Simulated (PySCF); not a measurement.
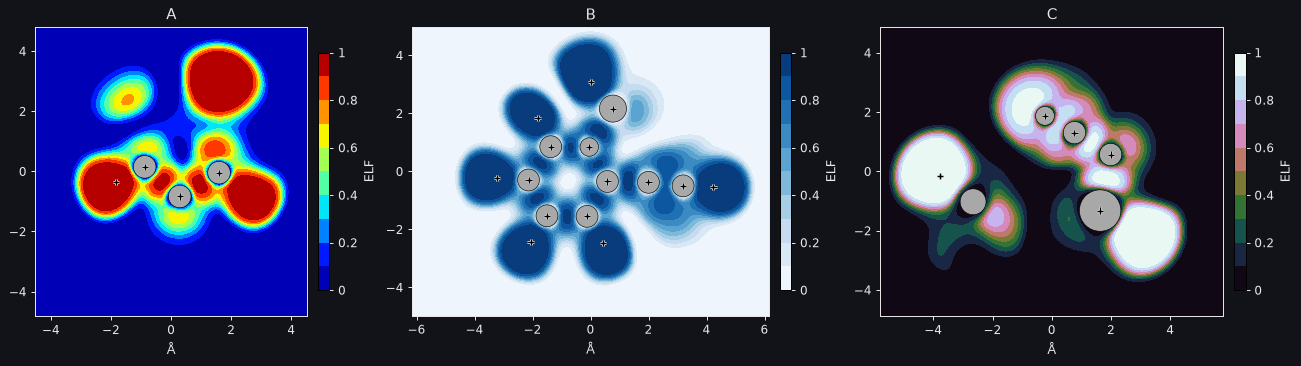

The ELF of 3 systems, each on a plane through atoms (crosses mark nuclei in the plane; grey discs cover the cores).

Level of theory: PBE0/pcSseg-1, SCF density, gas phase, non-relativistic in PySCF.

System 1: C4H8F2Si, the plane of atoms C2, C3 and C4. Geometry: GFN2-xTB.

```xyz
15

F     0.0529   -1.7702   -1.5029
C    -0.5816   -1.2341   -0.3853
C    -1.0885    0.1680   -0.7216
C     0.0702    1.1521   -0.5849
C     0.7175    0.9211    0.7814
F     1.9941    1.4630    0.8097
Si    0.7196   -0.9936    1.0182
H    -1.4090   -1.9185   -0.1780
H    -1.5020    0.1900   -1.7311
H    -1.8807    0.4264   -0.0161
H    -0.2647    2.1834   -0.7060
H     0.8162    0.9437   -1.3544
H     0.1655    1.4521    1.5661
H     1.9998   -1.5874    0.6610
H     0.1862   -1.3879    2.3219
```

System 2: C7H8BN (SMILES [BH3-][n+]1ccccc1C#C), the plane of atoms C3, N2 and C7. Geometry: GFN2-xTB.

```csv
atom,x (Å),y (Å),z (Å)
B,-1.7588,1.1683,0.0632
N,-0.3149,0.6123,-0.1088
C,0.6681,1.3809,-0.5667
C,1.9634,0.9322,-0.7364
C,2.2664,-0.3842,-0.4155
C,1.2489,-1.1901,0.0616
C,-0.0338,-0.6639,0.2039
C,-1.0686,-1.4943,0.6929
C,-1.8820,-2.2712,1.1139
H,-2.0372,1.0277,1.2181
H,-1.7618,2.3114,-0.2762
H,-2.4664,0.4823,-0.6150
H,0.3904,2.3966,-0.8034
H,2.7190,1.6031,-1.1122
H,3.2671,-0.7691,-0.5351
H,1.4244,-2.2211,0.3271
H,-2.6313,-2.9089,1.4788
```

System 3: C2H9NO2Si3 (SMILES N#CC[SiH2]O[SiH2]O[SiH3]), the plane of atoms C2, C3 and Si4. Geometry: GFN2-xTB.

```xyz
17

N    -1.0894    1.2038    1.9651
C    -1.6507    1.0081    0.9862
C    -2.3178    0.7461   -0.2467
Si   -1.0905    0.0228   -1.5398
O    -0.3535   -1.2569   -0.9030
Si    0.6901   -1.9093    0.1689
O     1.8775   -0.8720    0.4774
Si    2.5041    0.5921    0.8136
H    -3.1243    0.0355   -0.0559
H    -2.7623    1.6707   -0.6166
H    -0.1252    1.0537   -1.9137
H    -1.8599   -0.5200   -2.6555
H     1.2889   -3.0271   -0.5412
H    -0.0614   -2.1801    1.3839
H     1.5064    1.6305    0.5742
H     2.9300    0.5226    2.2073
H     3.6310    0.7081   -0.1142
```

Q: Which map belongs to which system?

A: Panel A is system 1, C4H8F2Si: the plane holds C and H. C–C (1.53 Å): the ELF peaks at about 0.95 between the atoms; a shared electron pair. Panel B is system 2, C7H8BN: the plane holds B, N, C and H. C–C (1.20 Å): the ELF peaks at about 0.85 between the atoms; a short, multiple covalent bond. Panel C is system 3, C2H9NO2Si3: the plane holds N, C, Si and H. C–N (1.15 Å): the ELF peaks at about 0.85 between the atoms; a multiple bond.
